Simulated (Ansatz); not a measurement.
# CdInI3 (model cell, started as cubic perovskite with Cd in the octahedra): from the cell to its phonons, part 2 of 2

How does CdInI3 (model cell, started as cubic perovskite with Cd in the octahedra) vibrate, and is this structure a minimum?

Ansatz 0.2.0; DFT PBEsol, scalar-relativistic, plane waves, PAW; PAW set soft_1.

So far. Step 4 (Relaxing to small forces for the phonons): The forces vanish by symmetry and the pressure is 0.000 GPa, within the tolerances set. The cell now holds 38.57 Å³/atom. The relaxed cell has a = 5.778 Å (conventional setting).

The structure was built from a prototype and need not be the compound's stable phase.

## 5. Zone-centre response

The zone centre comes first: it holds the modes that light can see, as far as symmetry allows. No field response is asked, since the mesh shows no gap.

File input.yaml:

```yaml
crystal:
  lattice:
    - [5.777575321, 0.0, 0.0]
    - [0.0, 5.777575321, 0.0]
    - [0.0, 0.0, 5.777575321]
  atoms:
    - { symbol: In, position: [0.0, 0.0, 0.0] }
    - { symbol: Cd, position: [0.5, 0.5, 0.5] }
    - { symbol: I, position: [0.5, 0.5, 0.0] }
    - { symbol: I, position: [0.5, 0.0, 0.5] }
    - { symbol: I, position: [0.0, 0.5, 0.5] }
kpoints:
  mp_grid: { grid: [6, 6, 6] }
hamiltonian:
  xc: pbesol
  pseudopotentials: { kind: paw, azcp: { folder: soft_1 }, xc_functional: pbe }
scf:
  occupations: { method: methfessel_paxton, width: 0.2 }
output:
  eigenvalues: true
phonons:
  method: dfpt
```

Run with:

```bash
$ ansatz run input.yaml --threads 4 --pin off --max-ram 16384MiB --backend cpu --events-out ev --progress --plain --runs-dir out
```

Numbers of over 12 decimals in the logs are rounded to 6 here.

The log of the run:

```text
zone centre: on kpoints.mp_grid the ground state, and the responses unless they are solved on pairs of k-points, stand on 64 of the mesh's 216 k-points, reduced under 8 symmetry operations, with k and −k counted as one. Each operation leaves every solved displacement unchanged or reverses it
[...]
Crystal: 5 atoms, lattice volume = 192.858 Å³
Basis set: ecut = 420 eV, 3791 PW (Γ), exchange–correlation on 80×80×80 points (8 copies of the dense FFT grid, shifted against one another)
Bands: 51, of which v1, the nominal top of the filled ones, is band 42 counted from 1 (41 counted from 0)
Symmetry: 48 space group operations
k-points: 64 of 216 (irreducible under 8 space group operations)
[...]
SCF iter   1: F=—  HF=-36010.487456 eV  |F-HF|=—  |Δ(HF+E_count)|=         —  Δρ=4.48e-2  dr2=5.40e0  ethr=3.10e-3  ⟨swp⟩=9.2  Hψ=14124  notcnv=0
[...]
SCF iter  12: F=-36008.480079 eV  HF=-36008.480079 eV  |F-HF|=7.28e-12  |Δ(HF+E_count)|=  3.64e-11  S|Δr|=    0.00e0  Δρ=3.80e-8  dr2=2.41e-12  ethr=1.00e-12  ⟨swp⟩=15.7  Hψ=19149  notcnv=0
SCF 1 converged in 12 iterations: F = -36008.480079 eV  dr2 = 2.41e-12
[...]
DFPT response loops at Γ: preconditioner auto → Kerker (q_TF=auto, 2.375 Å⁻¹) (partly filled bands, converged f_vac=0.064); β = 1.00, the filter's whole step (`scf.mixing.beta` (0.50) is not read by the response loops under this deck's `scf.mixing.preconditioner`; to damp them name `kerker` or `kerker_dos`, under which they read `scf.mixing.beta`, and type it under 1.00, their step now; both keys bind the ground state too); Broyden in place of MSR1
SCF converged after 12 iterations
[...]
Free energy (F): -36008.480079 eV
[...]
Internal energy: -36008.492130 eV  (E = F + TS)
E sigma→0 (E₀):  -36008.483092 eV
Entropy (-TS):   0.012051 eV (2.410 meV/atom)
Fermi energy:    5.508385 eV
[...]
--- Band table (eV; the first three rows and the last of 64) ---
  k-point 0: bands = [... 38 lower, 4.5688, 4.7310, 4.7310, 4.7310, 5.2304, 9.4535, 9.4535, 9.4535, ... 5 higher]
  k-point 1: bands = [... 38 lower, 4.4919, 4.5052, 4.7050, 4.7050, 6.1415, 8.8748, 9.2496, 9.2496, ... 5 higher]
  k-point 2: bands = [... 38 lower, 4.3858, 4.4106, 4.7320, 4.7320, 7.4442, 8.1236, 8.9451, 8.9451, ... 5 higher]
  k-point 63: bands = [... 38 lower, 5.3892, 5.4530, 5.4530, 5.4530, 9.5479, 9.5479, 9.5479, 9.6474, ... 5 higher]
--- Phonons (Γ-DFPT): 4 representative perturbations + reference, on 64 of 216 k-points (Σ response iterations 12) ---
  k mesh reduced under 8 symmetry operations, with k and −k counted as one. Each operation leaves every solved displacement unchanged or reverses it
  ASR residual: 1.013e-4 → 0.000e0 eV/Å²; symmetrization residual: 5.049e-5 eV/Å²
  ASR residual per site (eV/Å²): 1.01e-4 6.42e-5 5.15e-5 5.15e-5 5.15e-5
  Γ frequencies (cm⁻¹): -51.03 -51.03 -51.03 -11.81 -11.81 -11.81 0.00 0.00 0.00 18.94 18.94 18.94 140.36 140.36 140.36
  non-analytic LO–TO correction: not included (Born effective charges unavailable; polar crystals: no LO–TO splitting at Γ)
```

It took 86 s on 4 threads of Arm Neoverse V1, shared host; peak memory 2 GiB; 5.6 min of CPU time.

In the SCF lines HF is the Harris–Foulkes energy and dr2 the Hartree energy of the density residual, in eV; the loop may stop once dr2 is under the threshold and the program's other checks hold. Hψ counts applications of the Hamiltonian.

This step gave:

* sum-rule residual before enforcement: 1.01e-4 eV/Å²
* point group: m-3m
* highest optical mode at the zone centre (no LO-TO term): 140.4 cm⁻¹
* lowest optical zone-centre mode: -51.03 cm⁻¹

Patterns of degenerate modes are one choice out of their space. The modes at Γ (shares of kinetic energy by element, %) (negative means imaginary):

| mode | frequency (cm⁻¹) | symmetry | In % | Cd % | I % |
| --- | --- | --- | --- | --- | --- |
| 1 | -51.0 | T1u | 69 | 0 | 31 |
| 2 | -51.0 | T1u | 69 | 0 | 31 |
| 3 | -51.0 | T1u | 69 | 0 | 31 |
| 4 | -11.8 | T2u | 0 | 0 | 100 |
| 5 | -11.8 | T2u | 0 | 0 | 100 |
| 6 | -11.8 | T2u | 0 | 0 | 100 |
| 7 | 0.0 | acoustic | 19 | 18 | 63 |
| 8 | 0.0 | acoustic | 19 | 18 | 63 |
| 9 | 0.0 | acoustic | 19 | 18 | 63 |
| 10 | 18.9 | T1u | 12 | 48 | 39 |
| 11 | 18.9 | T1u | 12 | 48 | 39 |
| 12 | 18.9 | T1u | 12 | 48 | 39 |
| 13 | 140.4 | T1u | 0 | 33 | 67 |
| 14 | 140.4 | T1u | 0 | 33 | 67 |
| 15 | 140.4 | T1u | 0 | 33 | 67 |

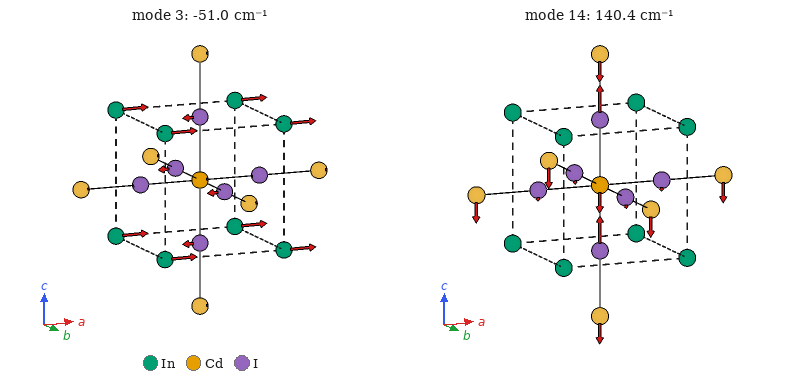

Displacement patterns of modes 3 and 14 at Γ; arrows are exaggerated. Some periodic images of atoms are drawn too.

Before it was imposed, the acoustic sum rule was missed by 1.0e-4 eV/Å². Small misses are needed for a sound result but don't prove that mesh and cutoff are converged. The lowest optical mode is imaginary, 51.0i cm⁻¹, so the energy falls along it.

## 6. Response at finite wavevector

Stability and thermal properties need the whole zone. Linear response on a 2×2×2 q mesh gives force constants as far as a supercell of that size would.

Changes to input.yaml since step 5:

```diff
@@ -22 +22,8 @@
   method: dfpt
+  qmesh: [2, 2, 2]
+  temperatures: { t_max: 1000, t_step: 50 }
+  qpath:
+    path:
+      - [[0.0, 0.0, 0.0], [0.0, 0.5, 0.0], [0.5, 0.5, 0.0], [0.0, 0.0, 0.0], [0.5, 0.5, 0.5], [0.0, 0.5, 0.0]]
+      - [[0.5, 0.5, 0.5], [0.5, 0.5, 0.0]]
+    npoints: 10
```

The log of the run:

```text
[...]
Crystal: 5 atoms, lattice volume = 192.858 Å³
Basis set: ecut = 420 eV, 3791 PW (Γ), exchange–correlation on 80×80×80 points (8 copies of the dense FFT grid, shifted against one another)
Bands: 51, of which v1, the nominal top of the filled ones, is band 42 counted from 1 (41 counted from 0)
Symmetry: 48 space group operations
k-points: 20 of 216
[...]
SCF iter   1: F=—  HF=-36010.487465 eV  |F-HF|=—  |Δ(HF+E_count)|=         —  Δρ=4.48e-2  dr2=5.39e0  ethr=3.10e-3  ⟨swp⟩=9.7  Hψ=4465  notcnv=0
[...]
SCF iter  12: F=-36008.480079 eV  HF=-36008.480079 eV  |F-HF|=7.28e-12  |Δ(HF+E_count)|=  1.46e-11  S|Δr|=    0.00e0  Δρ=3.60e-8  dr2=2.19e-12  ethr=1.00e-12  ⟨swp⟩=15.5  Hψ=5982  notcnv=0
SCF 1 converged in 12 iterations: F = -36008.480079 eV  dr2 = 2.19e-12
[...]
SCF iter   9: F=-36008.480079 eV  HF=-36008.480079 eV  |F-HF|=0.00e0  |Δ(HF+E_count)|=  2.91e-11  S|Δr|=    0.00e0  Δρ=6.53e-8  dr2=5.53e-12  ethr=1.00e-12  ⟨swp⟩=1.8  Hψ=2523  notcnv=0
SCF 2 converged in 9 iterations: F = -36008.480079 eV  dr2 = 5.53e-12
phonons: the bands overlap, so this run is a metal and interpolates without the dipole-dipole term. If the crystal is really an insulator or semiconductor, its LO-TO splitting is missing
NSCF: frozen V_eff on 20 k-points
[...]
DFPT response loops at q = (0, 0, 0) (fractional): preconditioner auto → Kerker (q_TF=auto, 2.375 Å⁻¹) (partly filled bands, converged f_vac=0.064); β = 1.00, the filter's whole step (`scf.mixing.beta` (0.50) is not read by the response loops under this deck's `scf.mixing.preconditioner`; to damp them name `kerker` or `kerker_dos`, under which they read `scf.mixing.beta`, and type it under 1.00, their step now; both keys bind the ground state too); Broyden in place of MSR1
[...]
SCF converged after 12 iterations
[...]
Free energy (F): -36008.480079 eV
[...]
Internal energy: -36008.492130 eV  (E = F + TS)
E sigma→0 (E₀):  -36008.483092 eV
Entropy (-TS):   0.012051 eV (2.410 meV/atom)
Fermi energy:    5.508385 eV
[...]
--- Band table (eV; the first three rows and the last of 20) ---
  k-point 0: bands = [... 38 lower, 4.5688, 4.7310, 4.7310, 4.7310, 5.2304, 9.4535, 9.4535, 9.4535, ... 5 higher]
  k-point 1: bands = [... 38 lower, 4.4919, 4.5052, 4.7050, 4.7050, 6.1415, 8.8748, 9.2496, 9.2496, ... 5 higher]
  k-point 2: bands = [... 38 lower, 4.3858, 4.4106, 4.7320, 4.7320, 7.4442, 8.1236, 8.9451, 8.9451, ... 5 higher]
  k-point 19: bands = [... 38 lower, 5.3892, 5.4530, 5.4530, 5.4530, 9.5479, 9.5479, 9.5479, 9.6474, ... 5 higher]
--- Phonons (Γ-DFPT): 4 representative perturbations + reference (Σ response iterations 12) ---
  ASR residual: 1.197e-4 → 0.000e0 eV/Å²; symmetrization residual: 5.461e-5 eV/Å²
  ASR residual per site (eV/Å²): 1.20e-4 5.57e-5 4.95e-5 4.95e-5 4.95e-5
[...]
--- Phonons (arbitrary-q DFPT): 4 irreducible q on the 2×2×2 mesh ---
  q = [0.0000, 0.0000, 0.0000] (star 1, of the zone-centre solve; hermiticity 1.85e-5, symmetrization 1.90e-11): -51.03 -51.03 -51.03 -11.81 -11.81 -11.81 -0.00 0.00 0.00 18.94 18.94 18.94 140.36 140.36 140.36
  q = [0.0000, 0.0000, -0.5000] (star 3, 9 solved perturbations in 504 linear systems a pass and spin channel, the states on 64 of 216 k-point pairs; hermiticity 1.73e-5, symmetrization 3.18e-8): -44.60 -44.60 -15.86 -15.86 -15.48 -9.00 20.68 20.68 27.81 27.81 33.91 111.95 122.41 140.75 140.75
[...]
sum rule: each row above includes the acoustic sum rule's correction from the zone centre's row sums; it moved no ω² by more than (0.53 cm⁻¹)²
  mesh force constants: q→R imaginary residual 3.13e-18; ASR residual 1.197e-4 → 0.000e0 eV/Å²; symmetrization residual 9.770e-15 eV/Å²
  interpolated dispersion: 62 rows × 15 modes
  density of states and harmonic sums: on the 12×12×12 q-mesh, interpolated from the force constants of a 2×2×2 supercell (no non-analytic term)
  largest difference from the sums on the solved wave vectors: F 1.07e-1 eV, S 1.16e-4 and C_V 1.55e-5 eV/K
  zero-point energy: 0.043414 eV/cell   skipped modes (ω ≤ 0): 480, of them read as no rigid motion or as one in doubt: 477 (5.733e0 modes/cell left out, lowest -51.03 cm⁻¹)   left out of the sums: 3.82e-1 of the cell's modes: C_V's classical limit lies that fraction below 3 k_B per atom; for a crystal, a wire or a layer, F and S can be off by more, and a phonons.interpolated_qmesh denser along its periods is the remedy for the sampling
```

Run time: 7 min. Hardware: 4 threads; peak memory 1.8 GiB.

Numbers from this step:

* sum-rule residual before enforcement: 1.20e-4 eV/Å²
* lowest frequency on the path: -51.03 cm⁻¹
* highest frequency on the path or at a solved wavevector: 150.9 cm⁻¹
* lowest mode on the q mesh (acoustic modes at Γ apart): -51.03 cm⁻¹

Frequencies (cm⁻¹) solved at each irreducible wavevector; negative means imaginary. Frequencies by wavevector, by row:

| q in reciprocal lattice units | star | mode 1 | mode 2 | mode 3 | mode 4 | mode 13 | mode 14 | mode 15 |
| --- | --- | --- | --- | --- | --- | --- | --- | --- |
| 0 0 0 | 1 | -51 | -51 | -51 | -11.8 | 140.4 | 140.4 | 140.4 |
| 0 0 -0.5 | 3 | -44.6 | -44.6 | -15.9 | -15.9 | 122.4 | 140.8 | 140.8 |
| 0 -0.5 -0.5 | 3 | -45.6 | -45.6 | -45 | -36 | 114 | 137.4 | 141.2 |
| -0.5 -0.5 -0.5 | 1 | -48.6 | -48.6 | -48.6 | -44.3 | 117.4 | 117.4 | 148.1 |

Interpolated from a 2×2×2 q mesh. The phonon branches at the labelled points (cm⁻¹):

| point | branch 1 | branch 2 | branch 3 | branch 4 | branch 12 | branch 13 | branch 14 | branch 15 |
| --- | --- | --- | --- | --- | --- | --- | --- | --- |
| Γ | -51 | -51 | -51 | -12 | 19 | 140 | 140 | 140 |
| X | -45 | -45 | -16 | -16 | 112 | 122 | 141 | 141 |
| M | -46 | -46 | -45 | -36 | 114 | 114 | 137 | 141 |
| Γ | -51 | -51 | -51 | -12 | 19 | 140 | 140 | 140 |
| R | -49 | -49 | -49 | -44 | 117 | 117 | 117 | 148 |
| X | -45 | -45 | -16 | -16 | 112 | 122 | 141 | 141 |
| jump to R | -49 | -49 | -49 | -44 | 117 | 117 | 117 | 148 |
| M | -46 | -46 | -45 | -36 | 114 | 114 | 137 | 141 |

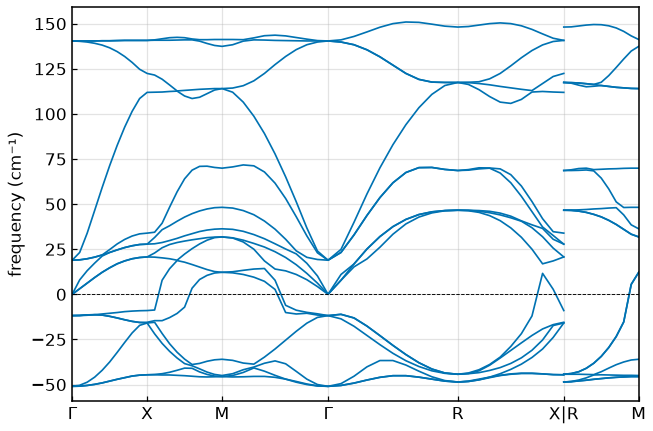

Phonon branches along the path.

The phonon density of states has structure finer than the step of the table below, so its rows give means over 10 cm⁻¹, whole bins alone (the curve runs from -51 to 151 cm⁻¹). Peaks (cm⁻¹: height): -45.0: 0.577, 37.0: 0.162, 71.0: 0.123, 149.0: 0.124.

Tetrahedra on a 12×12×12 mesh, mean over bins of 2 cm-1. Interpolated from a 2×2×2 q mesh. The phonon density of states by wavenumber; means over each step:

| wavenumber (cm⁻¹) | phonon density of states (1/cm⁻¹/cell) |
| --- | --- |
| -40 | 0.238 |
| -30 | 0.0836 |
| -20 | 0.0735 |
| -10 | 0.0590 |
| 0 | 0.0208 |
| 10 | 0.0251 |
| 20 | 0.0608 |
| 30 | 0.128 |
| 40 | 0.150 |
| 50 | 0.0640 |
| 60 | 0.0376 |
| 70 | 0.0619 |
| 80 | 0.00887 |
| 90 | 0.0146 |
| 100 | 0.0283 |
| 110 | 0.0469 |
| 120 | 0.0752 |
| 130 | 0.0541 |
| 140 | 0.0979 |

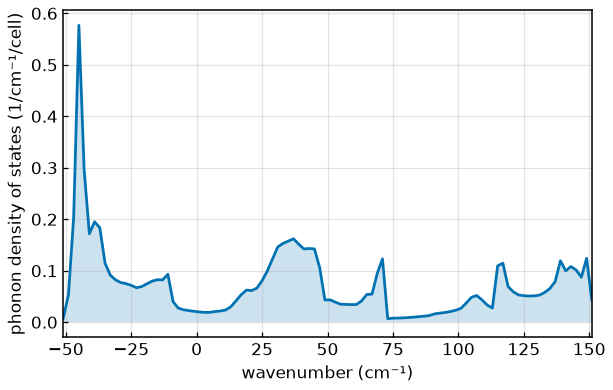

Phonon density of states against wavenumber.

The partial phonon density of states has structure finer than the step of the table below, so its rows give means over 10 cm⁻¹, whole bins alone (the curve runs from -61 to 165 cm⁻¹). Peaks (cm⁻¹: height): Cd 37.1: 0.0384, 54.2: 0.0445, 67.0: 0.0273, 95.4: 0.0278, 106.8: 0.0407, 115.4: 0.0824, 141.0: 0.0326; I -44.0: 0.119, -26.9: 0.0770, -14.1: 0.0825, 38.5: 0.116, 69.8: 0.0670, 141.0: 0.0810; In -45.4: 0.243.

Phonopy on the run's constants, 11x11x11 mesh, Gaussian sigma 2.0 cm-1. Interpolated from a 2×2×2 q mesh. Partial phonon density of states against wavenumber; means over each step; values in 1/cm⁻¹/cell:

| wavenumber (cm⁻¹) | Cd | I | In |
| --- | --- | --- | --- |
| -50 | 5.4e-4 | 0.0354 | 0.0819 |
| -40 | 0.00106 | 0.0943 | 0.133 |
| -30 | 4.0e-4 | 0.0680 | 0.0212 |
| -20 | 9.0e-5 | 0.0648 | 0.00677 |
| -10 | 8.3e-5 | 0.0571 | 0.00482 |
| 0 | 1.4e-4 | 0.00886 | 0.00127 |
| 10 | 6.8e-4 | 0.0241 | 0.00485 |
| 20 | 0.00592 | 0.0499 | 0.0109 |
| 30 | 0.0221 | 0.0856 | 0.0148 |
| 40 | 0.0268 | 0.110 | 0.0134 |
| 50 | 0.0196 | 0.0426 | 0.00391 |
| 60 | 0.0172 | 0.0144 | 9.5e-4 |
| 70 | 0.0159 | 0.0458 | 0.00128 |
| 80 | 0.00920 | 0.00447 | 9.1e-5 |
| 90 | 0.00927 | 0.00397 | 6.8e-5 |
| 100 | 0.0172 | 0.00716 | 1.1e-4 |
| 110 | 0.0423 | 0.0112 | 2.0e-4 |
| 120 | 0.0506 | 0.0208 | 1.4e-4 |
| 130 | 0.0222 | 0.0325 | 2.4e-5 |
| 140 | 0.0279 | 0.0682 | 4.1e-5 |
| 150 | 0.0108 | 0.0508 | 4.6e-5 |
| 160 | 3.7e-5 | 2.4e-4 | 0 |

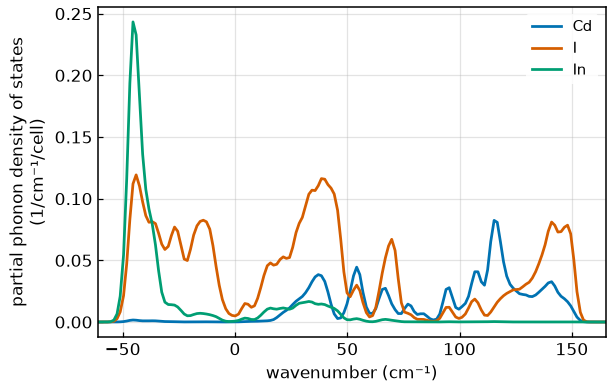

Partial phonon density of states, plotted against wavenumber.

Symmetry leaves 4 wavevectors to solve. The lowest mode among them, the acoustic zeros apart, lies at Γ and is imaginary, 51.0i cm⁻¹, so the energy falls along it.

## 7. Summary of results

```yaml
space_group_after_relaxation_within_0p01_a: Pm-3m
volume_per_atom: 38.6 Å³
electronic_character: no gap on this mesh
highest_optical_mode_at_the_zone_centre_no_lo_to_term: 140 cm⁻¹
lowest_optical_zone_centre_mode: -51.0 cm⁻¹
lowest_mode_on_the_q_mesh_acoustic_modes_at_gamma_apart: -51.0 cm⁻¹
highest_frequency_on_the_path_or_at_a_solved_wavevector: 151 cm⁻¹
imaginary_modes_on_the_2x2x2_q_mesh: yes
```

Modes are clearly imaginary (beyond 10i cm⁻¹) at 4 of the 4 irreducible wavevectors, most at Γ (51.0i cm⁻¹), so this structure is not a minimum of the energy. The optical modes at Γ span -51 to 140 cm⁻¹ (negative means imaginary). The highest mode in this list at Γ, 140.4 cm⁻¹, has its largest share on I (67 % of the kinetic energy). With no gap, or one that is small against the smearing, the frequencies hang on the k mesh and the smearing, most of all near Kohn anomalies. A semilocal functional can close a gap that the real compound would have, so the metallic treatment may be an artefact of the level. Spin-orbit coupling is left out, which can matter for the heavy elements here. The PAW files were made for PBE and serve the other functionals too. The starting cell was built on a prototype and not taken from a measurement, so the phase need not exist. These are harmonic frequencies at zero temperature: anharmonic shifts, linewidths and thermal expansion are left out.

[Logs are printed without paths, hosts, clocks, repeated set-up lines and the standing remarks that a program may print on its own settings, such as how far it seeks lower states.]

[Hosts, paths, dates, database ids (printed as entryN), source tags and the programs' standing remarks are cut or masked in the printed files.]
